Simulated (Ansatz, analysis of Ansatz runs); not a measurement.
# Migration in VPO5 (Cc): V_O hop (2.5 Å), charge 0

How high is the barrier when O changes place in VPO5 (Cc)? The case: V_O hop (2.5 Å), charge 0, in a cell of 28 host atoms with 1 O taken out.

Calculated with Ansatz 0.2.0; plane-wave PAW DFT, PBEsol; nudged elastic band between two relaxed defect structures.

### Step 1. The structure

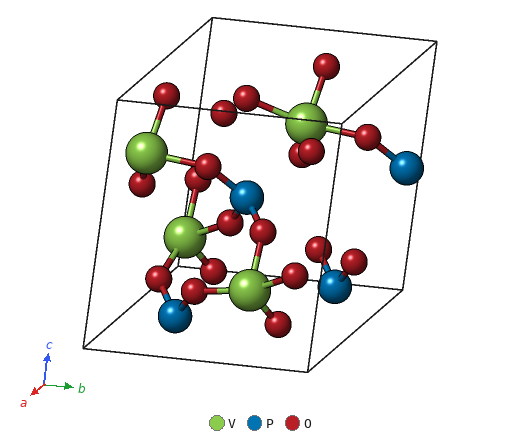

The starting structure, seen slightly off an axis (vanadium green, phosphorus blue, oxygen red). Bonds to atoms that aren't drawn are left out.

The cell holds 27 atoms: 4 V, 4 P and 19 O. Its edges and angles: a = 7.231 Å, b = 7.011 Å, c = 7.268 Å, α = 90.0°, β = 116.4°, γ = 90.0°. It derives from VPO5 (space group Cc). Nearest the centre at fractional (0.370, 0.629, 0.220): P8 at 0.88 Å, O13 at 1.27 Å, O19 at 2.15 Å, O16 at 2.20 Å, V1 at 2.60 Å, O24 at 2.73 Å, O11 at 2.92 Å, V3 at 3.05 Å.

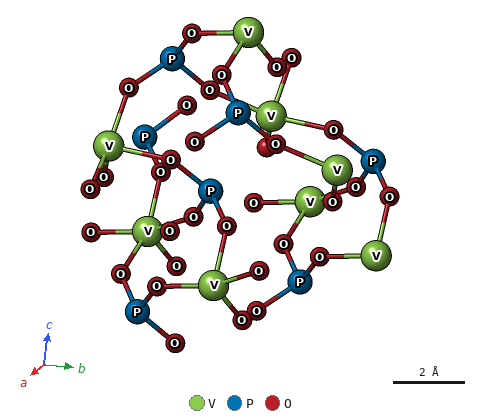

The atoms within 5 Å of the centre. Bonds to atoms that aren't drawn are left out.

The cell's shortest repeat is 7.0 Å.

### Step 2. Relaxation of the start point, charge 0

A barrier is counted from a minimum, so both ends are relaxed first. Small random displacements break the symmetry of the ideal sites, so that the defect can distort if it gains by it.

Contents of q0.start/input.yaml:

```yaml
crystal:
  lattice:
    - [7.23135353, 0.0, 0.02315873]
    - [0.0, 7.01126216, 0.0]
    - [-3.25407697, 0.0, 6.49855977]
  atoms:
    - { symbol: V, position: [0.21312114, 0.732405, 0.46333312] }
    - { symbol: V, position: [0.71312114, 0.232405, 0.46333312] }
    - { symbol: V, position: [0.21312114, 0.267595, 0.96333312] }
    - { symbol: V, position: [0.71312114, 0.767595, 0.96333312] }
    - { symbol: P, position: [0.00339034, 0.87804222, 0.75278919] }
    - { symbol: P, position: [0.50339034, 0.37804222, 0.75278919] }
    - { symbol: P, position: [0.00339034, 0.12195778, 0.25278919] }
    - { symbol: P, position: [0.50339034, 0.62195778, 0.25278919] }
    - { symbol: O, position: [0.16707507, 0.0078561, 0.91924169] }
    - { symbol: O, position: [0.66707507, 0.5078561, 0.91924169] }
    - { symbol: O, position: [0.33512309, 0.49841619, 0.58409147] }
    - { symbol: O, position: [0.83512309, 0.99841619, 0.58409147] }
    - { symbol: O, position: [0.33512309, 0.50158381, 0.08409147] }
    - { symbol: O, position: [0.83512309, 0.00158381, 0.08409147] }
    - { symbol: O, position: [0.16707507, 0.9921439, 0.41924169] }
    - { symbol: O, position: [0.66707507, 0.4921439, 0.41924169] }
    - { symbol: O, position: [0.9076997, 0.25104599, 0.35851963] }
    - { symbol: O, position: [0.11137933, 0.25251068, 0.16203188] }
    - { symbol: O, position: [0.61137933, 0.75251068, 0.16203188] }
    - { symbol: O, position: [0.11137933, 0.74748932, 0.66203188] }
    - { symbol: O, position: [0.61137933, 0.24748932, 0.66203188] }
    - { symbol: O, position: [0.4076997, 0.24895401, 0.85851963] }
    - { symbol: O, position: [0.9076997, 0.74895401, 0.85851963] }
    - { symbol: O, position: [0.01747534, 0.65899671, 0.26799302] }
    - { symbol: O, position: [0.51747534, 0.15899671, 0.26799302] }
    - { symbol: O, position: [0.01747534, 0.34100329, 0.76799302] }
    - { symbol: O, position: [0.51747534, 0.84100329, 0.76799302] }
basis:
  ecutwfc: 420
  xc_grid: 2
hamiltonian:
  xc: pbesol
kpoints:
  mp_grid: { grid: [1, 1, 1], shift: [0.25, 0.25, 0.25] }
scf:
  occupations: { method: fixed }
  max_iter: 80
output:
  forces: true
relax:
  f_tol: 0.015
  max_steps: 70
  random_displacement: { amplitude: 0.03, seed: 1245 }
```

Launch:

```
$ ansatz run input.yaml --threads 4 --pin off --max-ram 7536MiB --backend cpu --events-out ev --progress --plain --runs-dir out
```

Numbers of over 12 decimals in the logs are rounded to 6 here.

What it wrote:

```text
[... repeated set-up lines and file paths are left out, and long positions are rounded to six places ...]
The last accepted step is kept in <dir> (removed where the run ends without a failure and the disk answers)
Engine: ansatz 0.2.0, aarch64-unknown-linux-gnu
Pseudopotentials: kind: paw
Pseudopotential: V, paw, valence charge 13, recommended cutoff 420 eV (normal), V.paw.azcp
Pseudopotential: P, paw, valence charge 5, recommended cutoff 420 eV (normal), P.paw.azcp
Pseudopotential: O, paw, valence charge 6, recommended cutoff 420 eV (normal), O.paw.azcp
Functional definition: PBEsol
  exchange = pbesol_x
  correlation = pbesol_c
Crystal: 27 atoms, lattice volume = 330.011 Å³
Basis set: ecut = 420 eV, 6445 PW (Γ), exchange–correlation on 100×96×100 points (8 copies of the dense FFT grid, shifted against one another)
Bands: 120, of which v1, the nominal top of the filled ones, is band 93 counted from 1 (92 counted from 0)
Symmetry: 1 space group operations
k-points: 1
Non-local potential: V, projectors of the file, l = 0: 3, l = 1: 2, l = 2: 3, l = 3: 1
Non-local potential: P, projectors of the file, l = 0: 2, l = 1: 2, l = 2: 2
Non-local potential: O, projectors of the file, l = 0: 2, l = 1: 2, l = 2: 1
PAW form: soft (Blöchl's): semilocal exchange-correlation on the pseudo side does not see the compensation charge
PAW frozen core: V, regenerated for the run's functional, and the local potential with it (the file was generated under x = pbe(κ = 0.804, μ = 0.219515), c = pbe(β = 0.066725))
PAW frozen core: P, regenerated for the run's functional, and the local potential with it (the file was generated under x = pbe(κ = 0.804, μ = 0.219515), c = pbe(β = 0.066725))
PAW frozen core: O, regenerated for the run's functional, and the local potential with it (the file was generated under x = pbe(κ = 0.804, μ = 0.219515), c = pbe(β = 0.066725))
PAW one-centre angular grid: V, 590 points (default); XC on 64 Gauss nodes
PAW one-centre angular grid: P, 110 points (default); XC on 64 Gauss nodes
PAW one-centre angular grid: O, 110 points (default); XC on 64 Gauss nodes
Initial density: superposition of atomic densities (neutral atoms: chi_scale 0, normalization atom), corrected by the library's trained network
Initial wavefunctions: pseudopotential atomic-orbital guess
Functional: x = pbesol(κ = 0.804, μ = 0.123457), c = pbesol(β = 0.046)
SCF iter   1: F=—  HF=-25168.731667 eV  |F-HF|=—  |Δ(HF+E_count)|=         —  Δρ=1.78e-2  dr2=1.08e0  ethr=1.77e-3  ⟨swp⟩=5.0  Hψ=416  notcnv=0  defer=25
preconditioner: auto → Resta (q_TF=auto, 2.480 Å⁻¹)  ε∞=5.5  [insulator: Δε(μ)=0.862 eV  Ē_g=11.985 eV  n_scr=74 (ndim 8)  ℏωp=25.4 eV  f_vac=0.134  ε∞_Penn≈5.5]
SCF iter   2: F=—  HF=-25168.541803 eV  |F-HF|=—  |Δ(HF+E_count)|=   1.90e-1  Δρ=1.25e-2  dr2=5.45e-1  ethr=5.83e-4  ⟨swp⟩=2.0  Hψ=192  notcnv=0  defer=25
SCF iter   3: F=—  HF=-25168.507557 eV  |F-HF|=—  |Δ(HF+E_count)|=   3.42e-2  Δρ=8.63e-3  dr2=3.02e-1  ethr=2.93e-4  ⟨swp⟩=3.0  Hψ=166  notcnv=0  defer=21
automatic band count: iteration 3 solves 116 bands in place of 120: the levels show a gap, and the empty bands left out lie too high to hold charge; the band table lists the bands solved (type scf.n_extra_bands for more)
SCF iter   4: F=—  HF=-25168.480466 eV  |F-HF|=—  |Δ(HF+E_count)|=   2.71e-2  Δρ=3.22e-3  dr2=4.33e-2  ethr=1.63e-4  ⟨swp⟩=2.0  Hψ=112  notcnv=0  defer=21
SCF iter   5: F=—  HF=-25168.477636 eV  |F-HF|=—  |Δ(HF+E_count)|=   2.83e-3  Δρ=2.82e-3  dr2=3.94e-2  ethr=2.33e-5  ⟨swp⟩=3.0  Hψ=162  notcnv=0  defer=21
SCF iter   6: F=—  HF=-25168.474499 eV  |F-HF|=—  |Δ(HF+E_count)|=   3.14e-3  Δρ=7.81e-4  dr2=2.80e-3  ethr=2.12e-5  ⟨swp⟩=3.0  Hψ=142  notcnv=0  defer=21
SCF iter   7: F=—  HF=-25168.474445 eV  |F-HF|=—  |Δ(HF+E_count)|=   5.45e-5  Δρ=4.65e-4  dr2=9.24e-4  ethr=1.50e-6  ⟨swp⟩=3.0  Hψ=134  notcnv=0  defer=20
SCF iter   8: F=—  HF=-25168.474483 eV  |F-HF|=—  |Δ(HF+E_count)|=   3.88e-5  Δρ=2.56e-4  dr2=2.62e-4  ethr=4.97e-7  ⟨swp⟩=2.0  Hψ=142  notcnv=0  defer=21
SCF iter   9: F=—  HF=-25168.474571 eV  |F-HF|=—  |Δ(HF+E_count)|=   8.77e-5  Δρ=1.04e-4  dr2=5.15e-5  ethr=1.41e-7  ⟨swp⟩=3.0  Hψ=158  notcnv=0  defer=21
SCF iter  10: F=—  HF=-25168.474600 eV  |F-HF|=—  |Δ(HF+E_count)|=   2.87e-5  Δρ=6.86e-5  dr2=2.11e-5  ethr=2.77e-8  ⟨swp⟩=2.0  Hψ=153  notcnv=0  defer=21
SCF iter  11: F=—  HF=-25168.474606 eV  |F-HF|=—  |Δ(HF+E_count)|=   6.03e-6  Δρ=5.50e-5  dr2=1.22e-5  ethr=1.13e-8  ⟨swp⟩=3.0  Hψ=162  notcnv=0  defer=21
SCF iter  12: F=-25168.474608 eV  HF=-25168.474608 eV  |F-HF|=1.01e-7  |Δ(HF+E_count)|=   2.20e-6  Δρ=3.03e-5  dr2=3.69e-6  ethr=3.02e-9  ⟨swp⟩=3.0  Hψ=413  notcnv=0
SCF 1 converged in 12 iterations: F = -25168.474608 eV  dr2 = 3.69e-6
  greatest PAW one-centre occupation: 1.000 electrons in one spin orbital (limit 2), on the V atom at site 3 (counted from 0), in its partial waves of l = 0
relax step   1: F+E_penalty+E_count = -25168.47460811 eV  Δ(F+E_penalty+E_count) = +0.000e0 eV  max|allowed force component| = 2.299e0 eV/Å  Δτ_max = 0.0000 Å  (12 SCF iters, dr2 threshold 5.63e-6 eV, accepted)
[... the SCF cycles and remarks between the steps are left out from here to the last step ...]
relax step   2: F+E_penalty+E_count = -25168.89100464 eV  Δ(F+E_penalty+E_count) = -4.164e-1 eV  max|allowed force component| = 1.431e0 eV/Å  Δτ_max = 0.1074 Å  (9 SCF iters, dr2 threshold 1.00e-4 eV, accepted)
relax step   3: F+E_penalty+E_count = -25169.17189272 eV  Δ(F+E_penalty+E_count) = -2.809e-1 eV  max|allowed force component| = 4.371e-1 eV/Å  Δτ_max = 0.1062 Å  (9 SCF iters, dr2 threshold 1.00e-4 eV, accepted)
relax step   4: F+E_penalty+E_count = -25169.19478752 eV  Δ(F+E_penalty+E_count) = -2.289e-2 eV  max|allowed force component| = 6.799e-1 eV/Å  Δτ_max = 0.1683 Å  (10 SCF iters, dr2 threshold 1.78e-5 eV, accepted)
relax step   5: F+E_penalty+E_count = -25169.27941651 eV  Δ(F+E_penalty+E_count) = -8.463e-2 eV  max|allowed force component| = 1.903e-1 eV/Å  Δτ_max = 0.0731 Å  (7 SCF iters, dr2 threshold 4.31e-5 eV, accepted)
relax step   6: F+E_penalty+E_count = -25169.28940449 eV  Δ(F+E_penalty+E_count) = -9.988e-3 eV  max|allowed force component| = 1.190e-1 eV/Å  Δτ_max = 0.0543 Å  (8 SCF iters, dr2 threshold 2.84e-6 eV, accepted)
relax step   7: F+E_penalty+E_count = -25169.29244214 eV  Δ(F+E_penalty+E_count) = -3.038e-3 eV  max|allowed force component| = 4.371e-2 eV/Å  Δτ_max = 0.0230 Å  (8 SCF iters, dr2 threshold 1.11e-6 eV, accepted)
relax step   8: F+E_penalty+E_count = -25169.29286062 eV  Δ(F+E_penalty+E_count) = -4.185e-4 eV  max|allowed force component| = 1.799e-2 eV/Å  Δτ_max = 0.0113 Å  (8 SCF iters, dr2 threshold 2.58e-7 eV, accepted)
relax step   9: F+E_penalty+E_count = -25169.29294843 eV  Δ(F+E_penalty+E_count) = -8.781e-5 eV  max|allowed force component| = 1.694e-2 eV/Å  Δτ_max = 0.0072 Å  (8 SCF iters, accepted)
SCF iter   1: F=—  HF=-25169.293118 eV  |F-HF|=—  |Δ(HF+E_count)|=         —  Δρ=3.15e-4  dr2=1.63e-4  ethr=1.02e-6  ⟨swp⟩=3.0  Hψ=213  notcnv=0  defer=21
automatic band count: iteration 1 solves 116 bands in place of 120: the levels show a gap, and the empty bands left out lie too high to hold charge; the band table lists the bands solved (type scf.n_extra_bands for more)
SCF iter   2: F=—  HF=-25169.293070 eV  |F-HF|=—  |Δ(HF+E_count)|=   4.77e-5  Δρ=2.13e-4  dr2=1.08e-4  ethr=8.74e-8  ⟨swp⟩=2.0  Hψ=185  notcnv=0  defer=21
SCF iter   3: F=—  HF=-25169.293053 eV  |F-HF|=—  |Δ(HF+E_count)|=   1.74e-5  Δρ=1.95e-4  dr2=1.37e-4  ethr=5.78e-8  ⟨swp⟩=2.0  Hψ=182  notcnv=0  defer=21
SCF iter   4: F=—  HF=-25169.293053 eV  |F-HF|=—  |Δ(HF+E_count)|=   4.22e-7  Δρ=2.91e-5  dr2=2.46e-6  ethr=5.78e-8  ⟨swp⟩=2.0  Hψ=140  notcnv=0  defer=21
SCF iter   5: F=—  HF=-25169.293021 eV  |F-HF|=—  |Δ(HF+E_count)|=   3.19e-5  Δρ=1.89e-5  dr2=1.09e-6  ethr=1.32e-9  ⟨swp⟩=3.0  Hψ=191  notcnv=0  defer=21
SCF iter   6: F=—  HF=-25169.293021 eV  |F-HF|=—  |Δ(HF+E_count)|=   1.03e-8  Δρ=1.16e-5  dr2=4.16e-7  ethr=5.87e-10  ⟨swp⟩=2.0  Hψ=141  notcnv=0  defer=21
SCF iter   7: F=-25169.293021 eV  HF=-25169.293021 eV  |F-HF|=1.69e-8  |Δ(HF+E_count)|=   2.32e-8  Δρ=4.63e-6  dr2=5.84e-8  ethr=5.38e-11  ⟨swp⟩=4.0  Hψ=424  notcnv=0
SCF 10 converged in 7 iterations: F = -25169.293021 eV  dr2 = 5.84e-8
relax step  10: F+E_penalty+E_count = -25169.29302113 eV  Δ(F+E_penalty+E_count) = -7.270e-5 eV  max|allowed force component| = 2.902e-3 eV/Å  Δτ_max = 0.0030 Å  (7 SCF iters, accepted)
SCF converged after 7 iterations
Free energy (F): -25169.293021 eV
Harris-Foulkes:  -25169.293021 eV  (|F-HF|=1.69e-8)
Internal energy: -25169.293021 eV  (E = F + TS)
E sigma→0 (E₀):  -25169.293021 eV
Fermi energy:    4.729099 eV
--- Per-component energies (eV) ---
  E_band       = -1732.931681
  E_kinetic    = 4980.769931
  E_local      = -15548.274347  (includes V_loc(G=0)·N_el)
  E_nonlocal   = 842.211408
  E_hartree    = 6072.882250
  E_xc         = -2143.693107
  E_vxc        = -2674.398974  (∫ρ·V_xc dr)
  E_paw        = -9445.274950  (= ΣΔE_a)
  E_vpaw       = -1479.054650  (= ΣTr[D̂ρ^β])
  E_aug_tail   = 0.047407  (compensation charges beyond the density's cutoff)
  E_ewald      = -9929.415184
  E_core_change = 1.453571  (= ΣΔE_core)
  E_smearing   = -0.000000  (= −TS)
  E_closure    = -0.000000  (closes the sum)
  Σ components = -25169.293021   (vs F -25169.293021, Δ=0.00e0)
--- Forces (eV/Å), atoms counted from 1 ---
  atom   1  V     -0.00190993     0.00042911    -0.00033793
  atom   2  V     -0.00071497    -0.00099223     0.00021414
  atom   3  V     -0.00142417    -0.00187705    -0.00002251
  atom   4  V      0.00059229    -0.00029899     0.00024986
  atom   5  P      0.00202963    -0.00250383     0.00056514
  atom   6  P     -0.00070777     0.00021473    -0.00004097
  atom   7  P      0.00215381     0.00039042     0.00289687
  atom   8  P     -0.00025526     0.00089572    -0.00179907
  atom   9  O     -0.00074978     0.00001701    -0.00013003
  atom  10  O     -0.00014456     0.00150010     0.00048000
  atom  11  O     -0.00005794    -0.00024690    -0.00034525
  atom  12  O      0.00035988    -0.00019984    -0.00145048
  atom  13  O      0.00106538     0.00038906     0.00071233
  atom  14  O      0.00037475     0.00058080    -0.00110771
  atom  15  O      0.00003886     0.00102460     0.00003585
  atom  16  O      0.00018895     0.00177159     0.00067215
  atom  17  O     -0.00009220    -0.00038468     0.00028386
  atom  18  O      0.00044550     0.00091918    -0.00043936
  atom  19  O     -0.00081963    -0.00229591     0.00017984
  atom  20  O      0.00047511     0.00000046    -0.00064587
  atom  21  O      0.00260463    -0.00041391    -0.00216437
  atom  22  O     -0.00046389     0.00039915     0.00034341
  atom  23  O     -0.00075151     0.00002832    -0.00060276
  atom  24  O     -0.00049364     0.00104851     0.00103321
  atom  25  O     -0.00039476     0.00042257     0.00175385
  atom  26  O     -0.00028329    -0.00073791    -0.00052844
  atom  27  O     -0.00106834    -0.00014517     0.00004847
  max |Σ_I F_I| component: 1.46e-4 eV/Å
--- Relaxed structure (10 steps of the walk, 10 accepted, 0 SCFs on fresh bases) ---
  F+E_penalty+E_count = -25169.29302113 eV   max|allowed force component| = 2.902e-3 eV/Å
  atoms:
    - { symbol: V, position: [0.209148, 0.728288, 0.476838] }
    - { symbol: V, position: [0.716302, 0.243356, 0.461308] }
    - { symbol: V, position: [0.212866, 0.274431, 0.962880] }
    - { symbol: V, position: [0.708790, 0.765580, 0.968420] }
    - { symbol: P, position: [-0.005838, 0.883436, 0.754837] }
    - { symbol: P, position: [0.507697, 0.376749, 0.752222] }
    - { symbol: P, position: [0.012160, 0.115124, 0.254018] }
    - { symbol: P, position: [0.487315, 0.633595, 0.260784] }
    - { symbol: O, position: [0.166345, 0.008154, 0.915039] }
    - { symbol: O, position: [0.666420, 0.505532, 0.923361] }
    - { symbol: O, position: [0.347211, 0.502477, 0.576743] }
    - { symbol: O, position: [0.824204, 0.996985, 0.584599] }
    - { symbol: O, position: [0.334689, 0.501251, 0.080076] }
    - { symbol: O, position: [0.836424, -0.001678, 0.089621] }
    - { symbol: O, position: [0.189824, 0.982571, 0.406042] }
    - { symbol: O, position: [0.671954, 0.497635, 0.414811] }
    - { symbol: O, position: [0.927793, 0.236377, 0.375537] }
    - { symbol: O, position: [0.107602, 0.252618, 0.157296] }
    - { symbol: O, position: [0.597077, 0.758148, 0.157469] }
    - { symbol: O, position: [0.097381, 0.750327, 0.653367] }
    - { symbol: O, position: [0.618002, 0.247555, 0.664500] }
    - { symbol: O, position: [0.399755, 0.249541, 0.845270] }
    - { symbol: O, position: [0.908408, 0.747723, 0.864023] }
    - { symbol: O, position: [0.017363, 0.659601, 0.273386] }
    - { symbol: O, position: [0.519523, 0.174175, 0.261994] }
    - { symbol: O, position: [0.014762, 0.344239, 0.765732] }
    - { symbol: O, position: [0.513347, 0.831500, 0.763979] }
```

The job ended after 16 s (4 threads of Arm Neoverse V2, shared host; peak memory 0.53 GiB).

Step by step:

```tsv
step	energy less that of the first step (eV)	largest force component (eV/Å)
1	0.0000	2.2991
2	-0.4164	1.4308
3	-0.6973	0.4371
4	-0.7202	0.6799
5	-0.8048	0.1903
6	-0.8148	0.1190
7	-0.8178	0.0437
8	-0.8183	0.0180
9	-0.8183	0.0169
10	-0.8184	0.0029
```

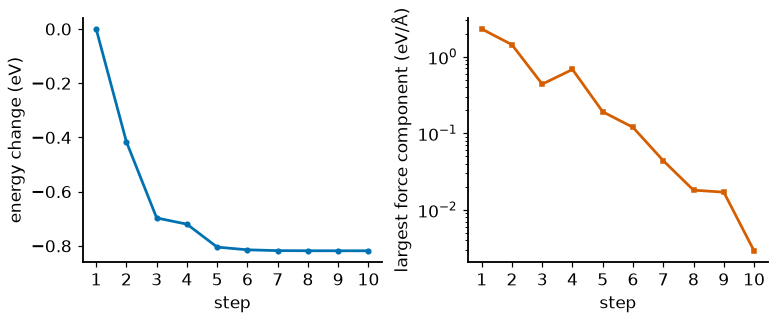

Energy and largest force along the relaxation.

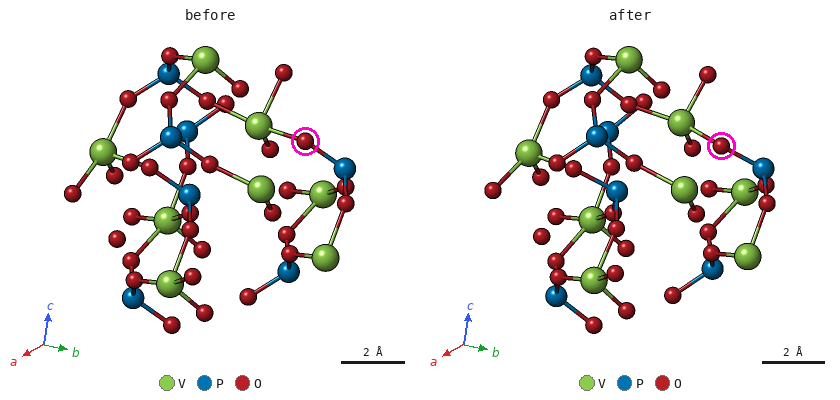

Before and after: the atoms that start within 5 Å of the centre. O15, which moves most, is ringed if it is among them. Bonds to atoms that aren't drawn are left out.

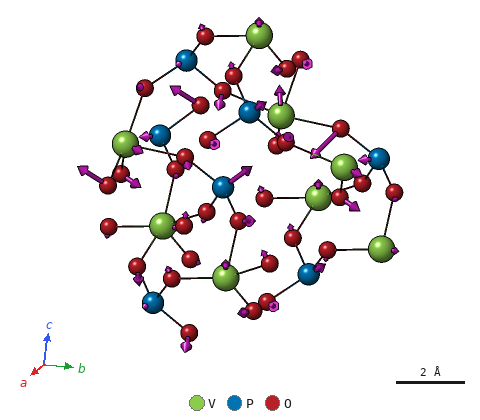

Displacements in the relaxation from the typed sites near the centre, exaggerated, the mean shift taken out; the longest in the cell stands for 0.24 Å. Bonds to atoms that aren't drawn are left out.

The atoms that moved most (Å, from the sites as typed, ahead of the random displacement, the mean shift of all atoms taken out):

```tsv
atom	dx	dy	dz	length
O15	0.208	-0.071	-0.083	0.235
O17	0.091	-0.107	0.113	0.180
P8	-0.142	0.077	0.054	0.170
O11	0.112	0.024	-0.045	0.123
V1	-0.072	-0.033	0.090	0.120
O25	0.035	0.102	-0.037	0.114
O19	-0.088	0.035	-0.028	0.099
O20	-0.072	0.016	-0.054	0.092
```

The relaxed structure:

```xyz
27
Lattice="7.2314 0.0000 0.0232 0.0000 7.0113 0.0000 -3.2541 0.0000 6.4986" Properties=species:S:1:pos:R:3 pbc="T T T"
V    -0.0392    5.1062    3.1036
V     3.6787    1.7062    3.0144
V    -1.5940    1.9241    6.2623
V     1.9742    5.3677    6.3098
P    -2.4985    6.1940    4.9052
P     1.2235    2.6415    4.9001
P    -0.7387    0.8072    1.6510
P     2.6753    4.4423    1.7060
O    -1.7747    0.0572    5.9503
O     1.8144    3.5444    6.0159
O     0.6340    3.5230    3.7560
O     4.0578    6.9901    3.8181
O     2.1597    3.5144    0.5281
O     5.7568   -0.0118    0.6018
O     0.0514    6.8891    2.6431
O     3.5093    3.4891    2.7112
O     5.4872    1.6573    2.4619
O     0.2663    1.7712    1.0247
O     3.8053    5.3156    1.0371
O    -1.4219    5.2607    4.2482
O     2.3067    1.7357    4.3326
O     0.1402    1.7496    5.5023
O     3.7574    5.2425    5.6359
O    -0.7641    4.6246    1.7770
O     2.9043    1.2212    1.7146
O    -2.3850    2.4135    4.9765
O     1.2261    5.8299    4.9767
```

Neighbours of O13 at the end:

```tsv
atom	distance (Å)
P8	1.586
V3	1.834
O19	2.492
O16	2.567
O18	2.621
O22	2.639
O26	2.661
O25	2.687
```

Numbers from this step:

- free energy: -25169.2930 eV
- largest move from the ideal geometry of this structure, a common shift of the far atoms taken out: 0.2165 Å

The relaxation gained 0.818 eV and ended with a largest force component of 0.0029 eV/Å.

(Part 1 of 4 ends here.)

[Logs are printed without paths, hosts, clocks, repeated set-up lines and the standing remarks that a program may print on its own settings, such as how far it seeks lower states.]

[Hosts, paths, dates, database ids (printed as entryN), source tags and the programs' standing remarks are cut or masked in the printed files.]
